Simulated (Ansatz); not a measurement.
# Σ5 (310) boundary in bcc Ta: structure and resistance

Wanted: what the Σ5 (310) boundary in bcc Ta costs an interconnect.

Calculated with Ansatz 0.2.0; Ansatz plane-wave DFT, PBEsol, PAW files; relaxation of a bicrystal slab with its lowest layers held; PAW set soft_1, in the first sound run; inputs show where later runs differ.

**1. The structure**

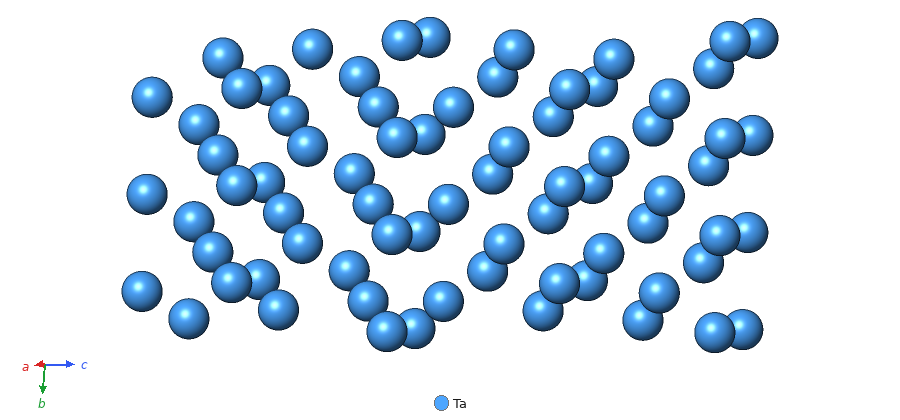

The starting structure, seen from the side, with the c axis across the page (tantalum blue). 1×3×1 cells are drawn. Some periodic images of atoms are drawn too.

The cell holds 19 atoms: 19 Ta. Its edges and angles: a = 5.477 Å, b = 3.303 Å, c = 30.199 Å, α = 90.0°, β = 90.0°, γ = 72.5°. It derives from Ta. built on the (3 1 0) plane; 1 overlapping atoms removed and the grains opened by 0.4 Å. Vacuum lies along c.

**2. Relaxing the bicrystal**

The boundary is built by mirroring the lower grain in the boundary plane and removing any atoms that overlap. A thin bicrystal slab is relaxed first, with the lowest layers held and the upper grain free to shift and open.

Input file input.yaml:

```yaml
crystal:
  lattice:
    - [5.4766761838, 0.0, 0.0]
    - [0.9957593061, 3.1488674087, 0.0]
    - [0.0, 0.0, 30.1985010762]
  atoms:
    - { symbol: Ta, position: [0.7999999999, 0.6, 0.1655711317] }
    - { symbol: Ta, position: [0.1999999999, 0.9, 0.2001543439] }
    - { symbol: Ta, position: [0.5999999999, 0.2, 0.2347375561] }
    - { symbol: Ta, position: [1.0, 0.5, 0.2693207683] }
    - { symbol: Ta, position: [0.4, 0.8, 0.3039039805] }
    - { symbol: Ta, position: [0.8, 0.1, 0.3384871927] }
    - { symbol: Ta, position: [0.2, 0.4, 0.373070405] }
    - { symbol: Ta, position: [0.6, 0.7, 0.4076536172] }
    - { symbol: Ta, position: [0.0, 0.0, 0.4422368294] }
    - { symbol: Ta, position: [0.6, 0.7, 0.4900657321] }
    - { symbol: Ta, position: [0.2, 0.4, 0.5246489443] }
    - { symbol: Ta, position: [0.8, 0.1, 0.5592321565] }
    - { symbol: Ta, position: [0.4, 0.8, 0.5938153687] }
    - { symbol: Ta, position: [1.0, 0.5, 0.6283985809] }
    - { symbol: Ta, position: [0.5999999999, 0.2, 0.6629817931] }
    - { symbol: Ta, position: [0.1999999999, 0.9, 0.6975650053] }
    - { symbol: Ta, position: [0.7999999999, 0.6, 0.7321482175] }
    - { symbol: Ta, position: [0.3999999999, 0.3, 0.7667314297] }
    - { symbol: Ta, position: [0.9999999999, 0.0, 0.8013146419] }
kpoints:
  mp_grid: { grid: [7, 7, 1] }
hamiltonian:
  xc: pbesol
  pseudopotentials: { kind: paw, azcp: { folder: soft_1 }, xc_functional: pbe }
scf:
  occupations: { method: fermi_dirac, width: 0.1 }
relax:
  f_tol: 0.03
  max_steps: 80
  constraints: [{ sites: [0, 1, 2] }]
```

Launch:

```
> ansatz run input.yaml --threads 4 --pin off --max-ram 15360MiB --backend cpu --events-out ev --progress --plain --runs-dir out
```

Numbers of over 12 decimals in the logs are rounded to 6 here.

The log of the run:

```text
Engine: ansatz 0.2.0, aarch64-unknown-linux-gnu
Pseudopotentials: kind: paw
Pseudopotential: Ta, paw, valence charge 13, recommended cutoff 420 eV (normal), soft_1/Ta.paw.azcp
Functional definition: PBEsol
  exchange = pbesol_x
  correlation = pbesol_c
Crystal: 19 atoms, lattice volume = 520.783 Å³
Basis set: ecut = 420 eV, 10209 PW (Γ), exchange–correlation on 80×48×432 points (8 copies of the dense FFT grid, shifted against one another)
Bands: 149, of which v1, the nominal top of the filled ones, is band 124 counted from 1 (123 counted from 0)
Symmetry: 2 space group operations
Space group: Cm (ITA 8), of the structure as read, at distance tolerance 8.0e-5 Å
k-points: 16 of 49 (time reversal used)
Non-local potential: Ta, projectors of the file, l = 0: 3, l = 1: 2, l = 2: 2, l = 3: 1
PAW form: soft (Blöchl's): semilocal exchange-correlation on the pseudo side does not see the compensation charge
PAW frozen core: Ta, regenerated for the run's functional, and the local potential with it (the file was generated under x = pbe(κ = 0.804, μ = 0.219515), c = pbe(β = 0.066725))
PAW one-centre angular grid: Ta, 590 points (default); XC on 64 Gauss nodes
Initial density: superposition of atomic densities (neutral atoms: chi_scale 0, normalization atom)
Initial wavefunctions: pseudopotential atomic-orbital guess
Functional: x = pbesol(κ = 0.804, μ = 0.123457), c = pbesol(β = 0.046)
SCF iter   1: F=—  HF=-186344.420046 eV  |F-HF|=—  |Δ(HF+E_count)|=         —  Δρ=5.22e-2  dr2=3.21e2  ethr=3.10e-3  ⟨swp⟩=9.6  Hψ=11705  notcnv=0  defer=6
preconditioner: auto → LDOS  [metal: Δε(μ)=0.011 eV  Ē_g=4.303 eV  σ=0.100 eV  W_gap=0.03  n_scr=118 (ndim 8)  ℏωp=15.9 eV  f_vac=0.266  D(μ)=17.35/eV (n_scr^D=126)  β→1.0]
SCF iter   2: F=—  HF=-186344.491748 eV  |F-HF|=—  |Δ(HF+E_count)|=   7.17e-2  Δρ=6.07e-2  dr2=6.86e2  ethr=3.10e-3  ⟨swp⟩=14.5  Hψ=15894  notcnv=0  defer=31
SCF iter   3: F=—  HF=-186332.618308 eV  |F-HF|=—  |Δ(HF+E_count)|=    1.19e1  Δρ=1.35e-2  dr2=6.78e0  ethr=3.10e-3  ⟨swp⟩=11.4  Hψ=8675  notcnv=0  defer=9
SCF iter   4: F=—  HF=-186332.370667 eV  |F-HF|=—  |Δ(HF+E_count)|=   2.48e-1  Δρ=4.06e-3  dr2=4.72e-1  ethr=2.74e-3  ⟨swp⟩=2.7  Hψ=3090  notcnv=0  defer=9
SCF iter   5: F=—  HF=-186332.366250 eV  |F-HF|=—  |Δ(HF+E_count)|=   4.42e-3  Δρ=1.92e-3  dr2=6.66e-1  ethr=1.91e-4  ⟨swp⟩=3.4  Hψ=3799  notcnv=0  defer=13
SCF iter   6: F=—  HF=-186332.349867 eV  |F-HF|=—  |Δ(HF+E_count)|=   1.64e-2  Δρ=6.05e-4  dr2=5.88e-2  ethr=1.91e-4  ⟨swp⟩=1.5  Hψ=2452  notcnv=0  defer=12
SCF iter   7: F=—  HF=-186332.347879 eV  |F-HF|=—  |Δ(HF+E_count)|=   1.99e-3  Δρ=4.13e-4  dr2=1.70e-2  ethr=2.38e-5  ⟨swp⟩=2.6  Hψ=3140  notcnv=0  defer=12
SCF iter   8: F=—  HF=-186332.348197 eV  |F-HF|=—  |Δ(HF+E_count)|=   3.19e-4  Δρ=2.86e-4  dr2=6.72e-3  ethr=6.88e-6  ⟨swp⟩=2.1  Hψ=2811  notcnv=0  defer=12
SCF iter   9: F=—  HF=-186332.348072 eV  |F-HF|=—  |Δ(HF+E_count)|=   1.26e-4  Δρ=7.38e-5  dr2=5.79e-4  ethr=2.72e-6  ⟨swp⟩=1.9  Hψ=2621  notcnv=0  defer=10
SCF iter  10: F=-186332.348125 eV  HF=-186332.348141 eV  |F-HF|=1.54e-5  |Δ(HF+E_count)|=   6.89e-5  Δρ=1.85e-5  dr2=2.15e-5  ethr=9.11e-9  ⟨swp⟩=4.4  Hψ=9926  notcnv=0
SCF 1 converged in 10 iterations: F = -186332.348125 eV  dr2 = 2.15e-5
  greatest PAW one-centre occupation: 0.999 electrons in one spin orbital (limit 2), on the Ta atom at site 15 (counted from 0), in its partial waves of l = 0
relax step   1: F+E_penalty+E_count = -186332.34812540 eV  Δ(F+E_penalty+E_count) = +0.000e0 eV  max|allowed force component| = 2.121e0 eV/Å  Δτ_max = 0.0000 Å  (10 SCF iters, dr2 threshold 2.25e-5 eV, accepted)
Initial density: handed on by an earlier stage of this run
Initial wavefunctions: those handed on with the density
iter 1 solved again at ethr=1.57e-3 eV; its pass at ethr=3.10e-3 eV (dr2=3.88e0 eV) is discarded
SCF iter   1: F=—  HF=-186333.181689 eV  |F-HF|=—  |Δ(HF+E_count)|=         —  Δρ=1.13e-2  dr2=4.17e0  ethr=1.57e-3  ⟨swp⟩=2.9  Hψ=8517  notcnv=0  defer=13
preconditioner: auto → LDOS  [metal: Δε(μ)=0.016 eV  Ē_g=3.756 eV  σ=0.100 eV  W_gap=0.04  n_scr=118 (ndim 8)  ℏωp=15.9 eV  f_vac=0.276  D(μ)=22.46/eV (n_scr^D=214)  β→1.0]
SCF iter   2: F=—  HF=-186332.962984 eV  |F-HF|=—  |Δ(HF+E_count)|=   2.19e-1  Δρ=5.68e-3  dr2=6.40e-1  ethr=1.57e-3  ⟨swp⟩=4.0  Hψ=3716  notcnv=0  defer=11
SCF iter   3: F=—  HF=-186332.888153 eV  |F-HF|=—  |Δ(HF+E_count)|=   7.48e-2  Δρ=1.96e-3  dr2=7.90e-2  ethr=2.59e-4  ⟨swp⟩=2.1  Hψ=4513  notcnv=0  defer=10
SCF iter   4: F=—  HF=-186332.875630 eV  |F-HF|=—  |Δ(HF+E_count)|=   1.25e-2  Δρ=3.92e-4  dr2=3.92e-3  ethr=3.20e-5  ⟨swp⟩=2.6  Hψ=4255  notcnv=0  defer=10
SCF iter   5: F=—  HF=-186332.875383 eV  |F-HF|=—  |Δ(HF+E_count)|=   2.47e-4  Δρ=1.17e-4  dr2=1.99e-4  ethr=1.59e-6  ⟨swp⟩=2.0  Hψ=3252  notcnv=0  defer=10
SCF iter   6: F=-186332.875380 eV  HF=-186332.875386 eV  |F-HF|=6.55e-6  |Δ(HF+E_count)|=   2.99e-6  Δρ=3.75e-5  dr2=1.79e-5  ethr=4.05e-8  ⟨swp⟩=3.1  Hψ=9274  notcnv=0
SCF 2 converged in 6 iterations: F = -186332.875380 eV  dr2 = 1.79e-5
relax step   2: F+E_penalty+E_count = -186332.87537963 eV  Δ(F+E_penalty+E_count) = -5.273e-1 eV  max|allowed force component| = 4.180e-1 eV/Å  Δτ_max = 0.1949 Å  (6 SCF iters, dr2 threshold 1.00e-4 eV, accepted)
SCF iter   1: F=—  HF=-186333.274312 eV  |F-HF|=—  |Δ(HF+E_count)|=         —  Δρ=1.22e-2  dr2=1.41e1  ethr=3.10e-3  ⟨swp⟩=5.8  Hψ=5176  notcnv=0  defer=10
preconditioner: auto → LDOS  [metal: Δε(μ)=0.017 eV  Ē_g=3.805 eV  σ=0.100 eV  W_gap=0.04  n_scr=118 (ndim 8)  ℏωp=15.9 eV  f_vac=0.283  D(μ)=21.62/eV (n_scr^D=202)  β→1.0]
SCF iter   2: F=—  HF=-186333.039846 eV  |F-HF|=—  |Δ(HF+E_count)|=   2.34e-1  Δρ=3.92e-3  dr2=6.46e-1  ethr=3.10e-3  ⟨swp⟩=2.1  Hψ=2972  notcnv=0  defer=10
SCF iter   3: F=—  HF=-186333.006455 eV  |F-HF|=—  |Δ(HF+E_count)|=   3.34e-2  Δρ=1.71e-3  dr2=1.33e-1  ethr=2.62e-4  ⟨swp⟩=2.4  Hψ=3703  notcnv=0  defer=11
SCF iter   4: F=—  HF=-186332.999687 eV  |F-HF|=—  |Δ(HF+E_count)|=   6.77e-3  Δρ=5.49e-4  dr2=1.40e-2  ethr=5.37e-5  ⟨swp⟩=2.0  Hψ=4200  notcnv=0  defer=11
SCF iter   5: F=—  HF=-186332.998807 eV  |F-HF|=—  |Δ(HF+E_count)|=   8.80e-4  Δρ=1.89e-4  dr2=7.58e-4  ethr=5.69e-6  ⟨swp⟩=2.2  Hψ=3267  notcnv=0  defer=11
SCF iter   6: F=—  HF=-186332.999066 eV  |F-HF|=—  |Δ(HF+E_count)|=   2.59e-4  Δρ=5.81e-5  dr2=1.03e-4  ethr=3.07e-7  ⟨swp⟩=2.1  Hψ=3696  notcnv=0  defer=11
SCF iter   7: F=—  HF=-186332.999067 eV  |F-HF|=—  |Δ(HF+E_count)|=   1.61e-6  Δρ=4.29e-5  dr2=3.34e-5  ethr=4.17e-8  ⟨swp⟩=2.0  Hψ=3981  notcnv=0  defer=11
SCF iter   8: F=-186332.999061 eV  HF=-186332.999063 eV  |F-HF|=1.49e-6  |Δ(HF+E_count)|=   4.81e-6  Δρ=7.79e-6  dr2=1.95e-6  ethr=4.42e-9  ⟨swp⟩=5.1  Hψ=8703  notcnv=0
SCF 3 converged in 8 iterations: F = -186332.999061 eV  dr2 = 1.95e-6
relax step   3: F+E_penalty+E_count = -186332.99906109 eV  Δ(F+E_penalty+E_count) = -1.237e-1 eV  max|allowed force component| = 1.634e-1 eV/Å  Δτ_max = 0.1942 Å  (8 SCF iters, dr2 threshold 1.09e-5 eV, accepted)
[... from here on, the SCF cycles and remarks between the steps are left out ...]
relax step   4: F+E_penalty+E_count = -186333.07950532 eV  Δ(F+E_penalty+E_count) = -8.044e-2 eV  max|allowed force component| = 1.516e-1 eV/Å  Δτ_max = 0.2000 Å  (8 SCF iters, dr2 threshold 1.67e-6 eV, accepted)
relax step   5: F+E_penalty+E_count = -186333.05769919 eV  Δ(F+E_penalty+E_count) = +2.181e-2 eV  max|allowed force component| = 4.334e-1 eV/Å  Δτ_max = 0.1357 Å  (7 SCF iters, dr2 threshold 3.51e-6 eV, rejected (line search))
relax step   6: F+E_penalty+E_count = -186333.09558453 eV  Δ(F+E_penalty+E_count) = -1.608e-2 eV  max|allowed force component| = 4.539e-2 eV/Å  Δτ_max = 0.0650 Å  (8 SCF iters, accepted)
relax step   7: F+E_penalty+E_count = -186333.10147221 eV  Δ(F+E_penalty+E_count) = -5.888e-3 eV  max|allowed force component| = 6.299e-2 eV/Å  Δτ_max = 0.0757 Å  (8 SCF iters, accepted)
relax step   8: F+E_penalty+E_count = -186333.10720346 eV  Δ(F+E_penalty+E_count) = -5.731e-3 eV  max|allowed force component| = 1.021e-1 eV/Å  Δτ_max = 0.1154 Å  (8 SCF iters, accepted)
relax step   9: F+E_penalty+E_count = -186333.11724805 eV  Δ(F+E_penalty+E_count) = -1.004e-2 eV  max|allowed force component| = 1.328e-1 eV/Å  Δτ_max = 0.1799 Å  (7 SCF iters, dr2 threshold 1.04e-5 eV, accepted)
relax step  10: F+E_penalty+E_count = -186333.13233987 eV  Δ(F+E_penalty+E_count) = -1.509e-2 eV  max|allowed force component| = 1.467e-1 eV/Å  Δτ_max = 0.1248 Å  (7 SCF iters, dr2 threshold 1.76e-5 eV, accepted)
relax step  11: F+E_penalty+E_count = -186333.14010927 eV  Δ(F+E_penalty+E_count) = -7.769e-3 eV  max|allowed force component| = 1.124e-1 eV/Å  Δτ_max = 0.1082 Å  (7 SCF iters, dr2 threshold 2.15e-5 eV, accepted)
relax step  12: F+E_penalty+E_count = -186333.13767690 eV  Δ(F+E_penalty+E_count) = +2.432e-3 eV  max|allowed force component| = 1.335e-1 eV/Å  Δτ_max = 0.1119 Å  (6 SCF iters, dr2 threshold 7.41e-6 eV, rejected (line search))
relax step  13: F+E_penalty+E_count = -186333.14111484 eV  Δ(F+E_penalty+E_count) = -1.006e-3 eV  max|allowed force component| = 6.940e-2 eV/Å  Δτ_max = 0.0548 Å  (8 SCF iters, accepted)
relax step  14: F+E_penalty+E_count = -186333.14076890 eV  Δ(F+E_penalty+E_count) = +3.459e-4 eV  max|allowed force component| = 4.865e-2 eV/Å  Δτ_max = 0.0225 Å  (5 SCF iters, dr2 threshold 1.84e-6 eV, rejected (line search))
SCF iter   1: F=—  HF=-186333.142149 eV  |F-HF|=—  |Δ(HF+E_count)|=         —  Δρ=8.33e-4  dr2=5.65e-3  ethr=4.99e-5  ⟨swp⟩=2.2  Hψ=4029  notcnv=0  defer=11
preconditioner: auto → LDOS  [metal: Δε(μ)=0.003 eV  Ē_g=3.823 eV  σ=0.100 eV  W_gap=0.01  n_scr=118 (ndim 8)  ℏωp=15.9 eV  f_vac=0.290  D(μ)=21.16/eV (n_scr^D=194)  β→1.0]
SCF iter   2: F=—  HF=-186333.141649 eV  |F-HF|=—  |Δ(HF+E_count)|=   5.00e-4  Δρ=2.27e-4  dr2=4.65e-4  ethr=2.29e-6  ⟨swp⟩=2.1  Hψ=4328  notcnv=0  defer=11
SCF iter   3: F=—  HF=-186333.141587 eV  |F-HF|=—  |Δ(HF+E_count)|=   6.20e-5  Δρ=7.89e-5  dr2=7.50e-5  ethr=1.88e-7  ⟨swp⟩=2.0  Hψ=4048  notcnv=0  defer=11
SCF iter   4: F=—  HF=-186333.141922 eV  |F-HF|=—  |Δ(HF+E_count)|=   3.35e-4  Δρ=1.98e-5  dr2=5.09e-6  ethr=3.04e-8  ⟨swp⟩=2.3  Hψ=4160  notcnv=0  defer=11
SCF iter   5: F=—  HF=-186333.141921 eV  |F-HF|=—  |Δ(HF+E_count)|=   1.03e-6  Δρ=6.82e-6  dr2=5.12e-7  ethr=2.06e-9  ⟨swp⟩=3.0  Hψ=4574  notcnv=0  defer=11
SCF iter   6: F=-186333.141921 eV  HF=-186333.141921 eV  |F-HF|=5.15e-9  |Δ(HF+E_count)|=   6.30e-8  Δρ=2.16e-6  dr2=5.25e-8  ethr=4.05e-11  ⟨swp⟩=5.1  Hψ=8824  notcnv=0
SCF 15 converged in 6 iterations: F = -186333.141921 eV  dr2 = 5.25e-8
relax step  15: F+E_penalty+E_count = -186333.14192120 eV  Δ(F+E_penalty+E_count) = -8.064e-4 eV  max|allowed force component| = 1.791e-2 eV/Å  Δτ_max = 0.0097 Å  (6 SCF iters, accepted)
SCF converged after 6 iterations
Free energy (F): -186333.141921 eV
Harris-Foulkes:  -186333.141921 eV  (|F-HF|=5.15e-9)
Internal energy: -186332.440331 eV  (E = F + TS)
E sigma→0 (E₀):  -186332.791126 eV
Entropy (-TS):   -0.701590 eV (-36.926 meV/atom)
Fermi energy:    10.906802 eV
--- Per-component energies (eV) ---
  E_band       = -3905.348237
  E_kinetic    = 7473.102128
  E_local      = -199443.336280  (includes V_loc(G=0)·N_el)
  E_nonlocal   = -164.237537
  E_hartree    = 97324.450375
  E_xc         = -6050.500757
  E_vxc        = -4426.891861  (∫ρ·V_xc dr)
  E_paw        = -155443.555509  (= ΣΔE_a)
  E_vpaw       = -1992.910699  (= ΣTr[D̂ρ^β])
  E_aug_tail   = 0.001903  (compensation charges beyond the density's cutoff)
  E_ewald      = 69967.574803
  E_core_change = 4.060543  (= ΣΔE_core)
  E_smearing   = -0.701590  (= −TS)
  E_closure    = -0.000000  (closes the sum)
  Σ components = -186333.141921   (vs F -186333.141921, Δ=0.00e0)
--- Forces (eV/Å), atoms counted from 1 ---
  atom   1  Ta     0.02525875    -0.00798752     2.03426901
  atom   2  Ta    -0.50942366     0.16109390    -0.68852309
  atom   3  Ta     0.48402222    -0.15306127    -1.34134580
  atom   4  Ta    -0.00155412     0.00049146     0.00177952
  atom   5  Ta    -0.00026143     0.00008267     0.00263633
  atom   6  Ta     0.00553758    -0.00175114    -0.01298878
  atom   7  Ta    -0.00495466     0.00156680     0.00041947
  atom   8  Ta     0.00007113    -0.00002249     0.00130168
  atom   9  Ta     0.00813399    -0.00257219     0.01054279
  atom  10  Ta     0.00558727    -0.00176685    -0.00107895
  atom  11  Ta    -0.01790846     0.00566315    -0.01031089
  atom  12  Ta     0.00101171    -0.00031993     0.00367060
  atom  13  Ta     0.00405316    -0.00128172    -0.00950246
  atom  14  Ta     0.00658534    -0.00208247     0.00367942
  atom  15  Ta    -0.00416096     0.00131581     0.00732886
  atom  16  Ta     0.00158671    -0.00050176    -0.00531237
  atom  17  Ta    -0.00701640     0.00221878     0.00431456
  atom  18  Ta     0.00139140    -0.00044000     0.00305190
  atom  19  Ta     0.00202042    -0.00063891    -0.00395416
  max |Σ_I F_I| component: 2.24e-5 eV/Å
--- Relaxed structure (15 steps of the walk, 12 accepted, 0 SCFs on fresh bases) ---
  F+E_penalty+E_count = -186333.14192120 eV   max|allowed force component| = 1.791e-2 eV/Å
  atoms:
    - { symbol: Ta, position: [0.7999999999, 0.600000, 0.165571] }
    - { symbol: Ta, position: [0.200000, 0.900000, 0.200154] }
    - { symbol: Ta, position: [0.600000, 0.200000, 0.234738] }
    - { symbol: Ta, position: [1.000244, 0.499878, 0.266028] }
    - { symbol: Ta, position: [0.395228, 0.802386, 0.302659] }
    - { symbol: Ta, position: [0.810918, 0.094541, 0.334894] }
    - { symbol: Ta, position: [0.192813, 0.403593, 0.373173] }
    - { symbol: Ta, position: [0.603001, 0.698500, 0.397217] }
    - { symbol: Ta, position: [-0.048243, 0.024122, 0.443252] }
    - { symbol: Ta, position: [0.497272, 0.751364, 0.481565] }
    - { symbol: Ta, position: [0.100963, 0.449518, 0.514611] }
    - { symbol: Ta, position: [0.704768, 0.147616, 0.547662] }
    - { symbol: Ta, position: [0.306253, 0.846873, 0.581761] }
    - { symbol: Ta, position: [0.901642, 0.549179, 0.615962] }
    - { symbol: Ta, position: [0.498767, 0.250617, 0.649955] }
    - { symbol: Ta, position: [0.102614, 0.948693, 0.685914] }
    - { symbol: Ta, position: [0.701146, 0.649427, 0.718526] }
    - { symbol: Ta, position: [0.289518, 0.355241, 0.753348] }
    - { symbol: Ta, position: [0.890546, 0.054727, 0.779575] }
```

The job ended after 9.2 min (4 threads of Arm Neoverse V1, shared host; peak memory 2.1 GiB; 35 min of CPU time).

[end of part 1 of 3]

[Logs are printed without paths, hosts, clocks, repeated set-up lines and the standing remarks that a program may print on its own settings, such as how far it seeks lower states.]

[Hosts, paths, dates, database ids (printed as entryN), source tags and the programs' standing remarks are cut or masked in the printed files.]
